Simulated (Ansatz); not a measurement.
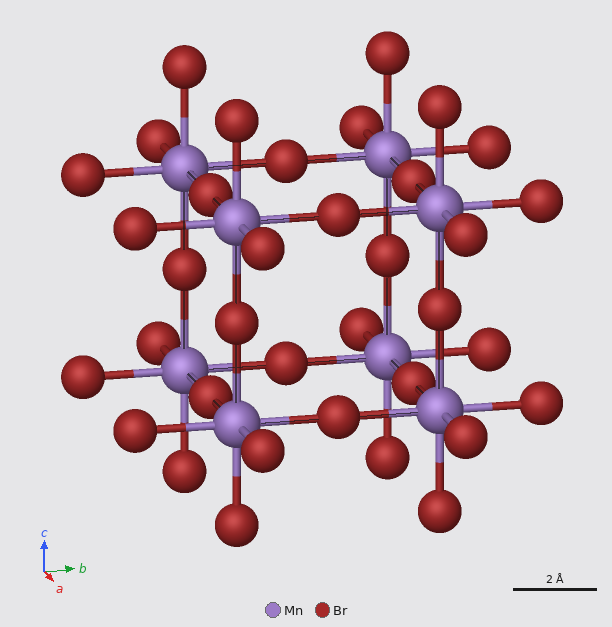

An orthographic ball-and-stick view of the structure, slightly off an axis. One conventional unit cell is framed, with atoms on its boundary repeated. The first bonded neighbours in the surrounding cells are also shown.

MnBr3, ReO₃ type, space group Pm-3m (No. 221), a = 5.090 Å, b = 5.090 Å, c = 5.090 Å, α = 90.00°, β = 90.00°, γ = 90.00°. The structure comes from a structure type filled with these elements by a generator (whether the compound takes this form wasn't checked). Earlier steps of the study, as a rule a relaxation of our own, may have changed the cell and positions, so they can lie some per cent off the listed ones. It was run through Ansatz as a DFT input.

This one geometry was computed with Ansatz (DFT, plane waves, PAW) at five levels of theory: PBE, LDA, PBE with spin-orbit coupling, r2SCAN and PBEsol.

**Which level gives the highest pressure at this volume, and what does that say about its equilibrium volume?**

Highest: PBE (0.0 GPa), PBE with spin-orbit coupling (0.1 GPa) and r2SCAN (0.0 GPa), which points to the largest equilibrium volume. Lowest, with the smallest volume: LDA (-3.6 GPa). Levels within 0.5 GPa of each other can't be told apart.

**How does the band gap change with the level of theory?**

All levels give a metal.

**Collect the results in a table.**

| level | cutoff (eV) | k-mesh of the run's cell | gap (eV) | pressure (GPa) | absolute moment (μB/atom) |
| --- | --- | --- | --- | --- | --- |
| PBE | 420 | 8×8×8 | metal | 0.0 | 1.10 |
| LDA | 420 | 8×8×8 | metal | -3.6 | 1.08 |
| PBE with spin-orbit coupling | 420 | 8×8×8 | metal | 0.1 | 1.10 |
| r2SCAN | 500 | 8×8×8 | metal | 0.0 | 1.16 |
| PBEsol | 420 | 8×8×8 | metal | -1.9 | 1.10 |

Gaps are taken on the k-mesh or band path of each run.
